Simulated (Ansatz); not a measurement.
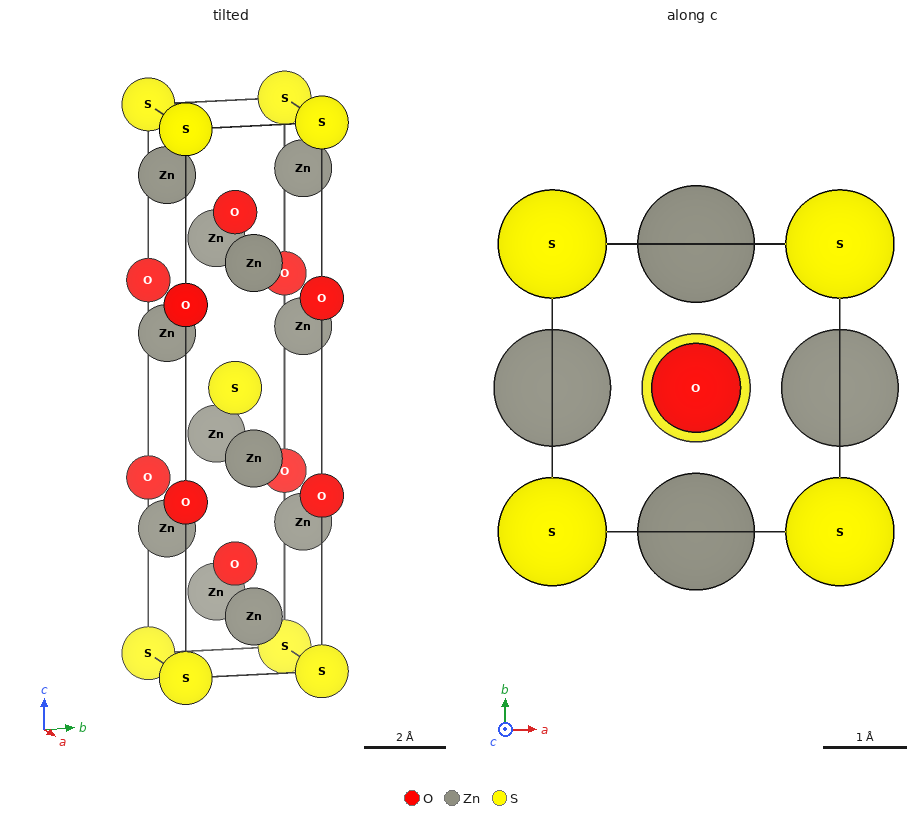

This spheres-only model is shown slightly off an axis and along the c axis. Thin lines show the conventional unit cell, with boundary atoms drawn in all their periodic places.

Zn3SO2, space group I-4m2 (No. 119), a = 3.489 Å, b = 3.489 Å, c = 13.793 Å, α = 90.00°, β = 90.00°, γ = 90.00°. The structure was taken from a structure type filled with these elements by a generator (whether the compound takes this form wasn't checked). Earlier steps of the study may have refined or changed the cell and positions. Ansatz was used for an electronic-structure calculation on it.

This one geometry was computed with Ansatz (DFT, plane waves, PAW) at four levels of theory: r2SCAN, HSE06, PBE and PBE0. It was relaxed beforehand with r2SCAN.

Q: Which level gives the highest pressure at this volume, and what does that say about its equilibrium volume?

A: Highest: PBE (4.4 GPa), which points to the largest equilibrium volume. Lowest, with the smallest volume: r2SCAN (0.0 GPa). Levels within 0.5 GPa of each other can't be told apart.

Q: How does the band gap change with the level of theory?

A: PBE: a gap of 0.56 eV, indirect; r2SCAN: a gap of 0.98 eV, indirect; HSE06: a gap of 1.75 eV, indirect; PBE0: a gap of 2.42 eV, indirect.

Q: Collect the results in a table.

A:
| level | cutoff (eV) | k-mesh of the run's cell | gap (eV) | pressure (GPa) |
| --- | --- | --- | --- | --- |
| r2SCAN | 500 | 10×10×10 | 0.98 | 0.0 |
| HSE06 | 420 | 6×6×6 | 1.75 | 1.7 |
| PBE | 420 | 10×10×10 | 0.56 | 4.4 |
| PBE0 | 420 | 6×6×6 | 2.42 | 1.4 |

Gaps are taken on the k-mesh or band path of each run.
